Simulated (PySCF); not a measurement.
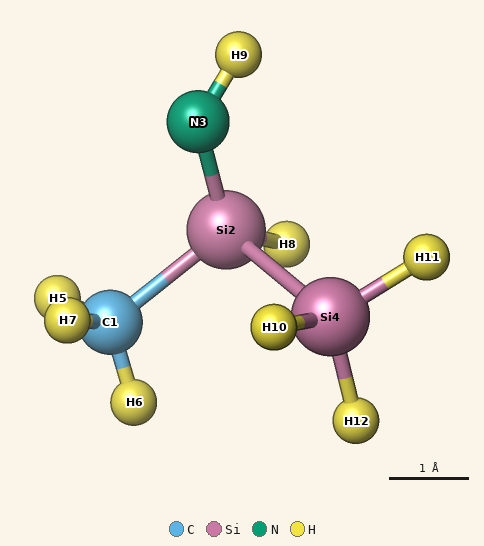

Figure 1. The input geometry (ball-and-stick view, seen at a tilt; atoms are numbered from 1 in the order of the input).

## EPR calculation of CH₈NSi₂

- system: CH₈NSi₂, multiplicity 2
- method: UKS B3LYP, pcH-1 on C H N Si, non-relativistic, mean-field spin-orbit, GIAO (PySCF 2.14.0)

It belongs to a series of runs on one base structure; here: H removed from N.

Input file:
```
{"job": {"kind": "epr", "basis": "pcH-1"}, "charge": 0, "multiplicity": 2}
C     -1.372857    -1.056638     0.079986
Si    -0.552669     0.627908    -0.225318
N     -0.584095     1.575445     1.112459
Si     1.769704    -0.034580    -0.202932
H     -2.450700    -0.957568     0.009340
H     -1.056018    -1.805712    -0.640232
H     -1.139032    -1.417254     1.074906
H     -0.800124     0.994884    -1.634774
H     -0.484319     2.577707     1.094976
H      2.132768    -0.663305     1.058028
H      2.579680     1.150567    -0.460150
H      1.958862    -0.992140    -1.292318
```

The first line tells a small driver script what to run in PySCF; the rest is the geometry in Å.

Machine: 1 CPU thread, shared host.

Launch command:
```bash
OMP_NUM_THREADS=1 python <driver script> task.json out
```

What the program printed:
```
UKS, coarse grid
  cycle   1  E = -676.51663966  |g| = 4.85e-01
  cycle   2  E = -676.09394944  |g| = 9.93e-01
  cycle   3  E = -676.63166771  |g| = 1.20e-01
  cycle   4  E = -676.63689998  |g| = 9.43e-02
  cycle   5  E = -676.64144490  |g| = 2.41e-02
  cycle   6  E = -676.64186839  |g| = 8.69e-03
  cycle   7  E = -676.64193883  |g| = 1.44e-03
  cycle   8  E = -676.64194010  |g| = 4.86e-04
UKS, final grid
  cycle   1  E = -676.64195816  |g| = 3.98e-04
  cycle   2  E = -676.64195818  |g| = 4.01e-04
  cycle   3  E = -676.64195827  |g| = 7.49e-05
  cycle   4  E = -676.64195827  |g| = 5.25e-05
  cycle   5  E = -676.64195828  |g| = 1.72e-05
E = -676.64195828 Eh   <S^2> = 0.7574 (exact 0.7500)
g shifts (ppm)      1          2          3
  rmc          -195       -195       -195
  gc              2         30         33
  oz_so         -30       2006       6444
  total        -223       1841       6281
hyperfine (MHz)  atom isotope    a_iso     a_fc   dipolar eigenvalues
    0   13C      26.62      26.62     -3.91     -3.38      7.29
    1  29Si      59.99      60.12     -4.84     -0.56      5.41
    2   14N      23.63      23.51    -35.04    -33.77     68.80
    3  29Si    -163.24    -163.48    -51.93     24.99     26.94
    4    1H       4.45       4.45     -2.68     -0.63      3.31
    5    1H      -2.27      -2.27     -2.85     -0.87      3.72
    6    1H      -2.84      -2.84     -2.68     -1.54      4.22
    7    1H      28.62      28.61     -2.71     -1.73      4.44
    8    1H     -46.75     -46.89    -43.13     -7.60     50.73
    9    1H      -3.08      -3.08     -3.36     -0.93      4.29
   10    1H      -1.48      -1.49     -3.38     -0.95      4.33
   11    1H      50.06      50.05     -3.71     -0.07      3.78
```

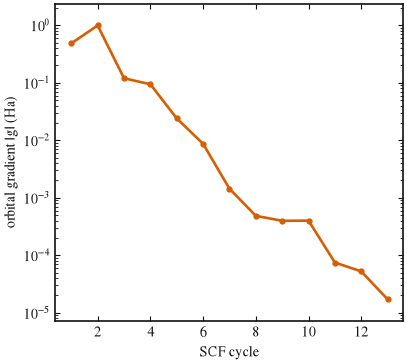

Figure 2. Convergence of the self-consistent field: orbital gradient |g| against the SCF cycle. All cycles printed in the log are drawn one after another.

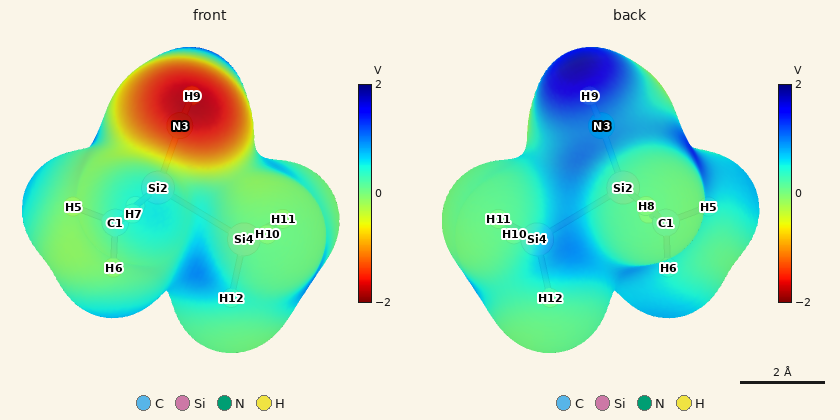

Figure 3. The molecular electrostatic potential painted on the density surface at 0.002 e/bohr³, seen at a tilt and from behind; the colour scale runs from red (negative) to blue (positive).

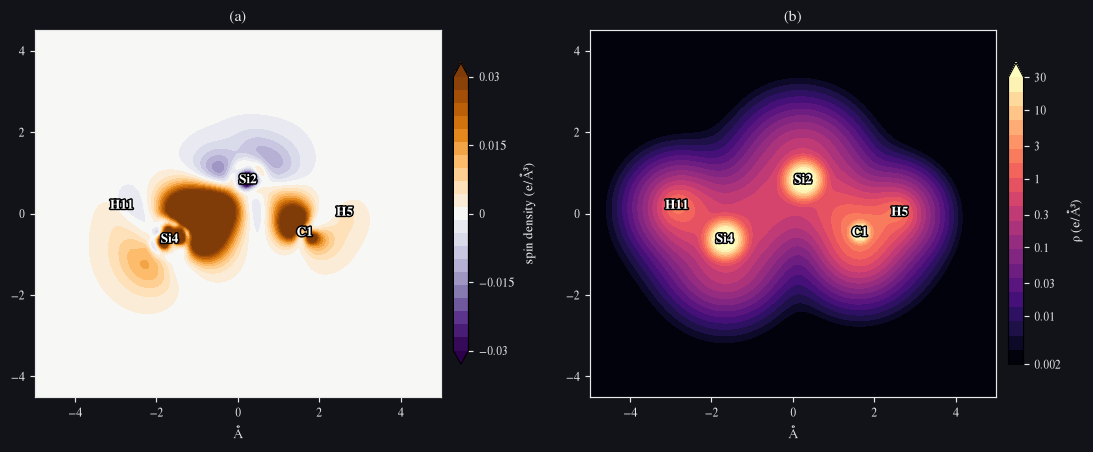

Figure 4. (a) spin density; (b) total electron density on the plane of atoms Si2, Si4 and H11. C–Si (1.90 Å): ρ at the midpoint is about 0.92 e/Å³. Si–Si (2.42 Å): ρ is about 0.55 e/Å³ halfway. The unpaired spin (1 electron) lies mostly on N3 (about 0.6), Si4 (about 0.2) and Si2 (about 0.1), in electrons by Hirshfeld's partition.

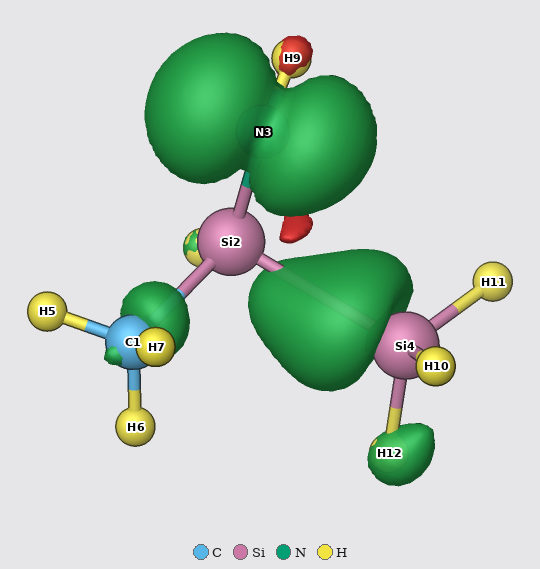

Figure 5. Isosurfaces of the spin density (α minus β) at +0.02 (green) and −0.02 e/Å³ (red), seen at a tilt. The unpaired spin (1 electron) lies mostly on N3 (about 0.6), Si4 (about 0.2) and Si2 (about 0.1), in electrons by Hirshfeld's partition.

Summary:

```tsv
quantity	value
outcome	converged
total energy	−676.641958 hartree
⟨S²⟩	0.757
isotropic g	2.0050
wall time	32 s
peak memory	0.75 GiB
```
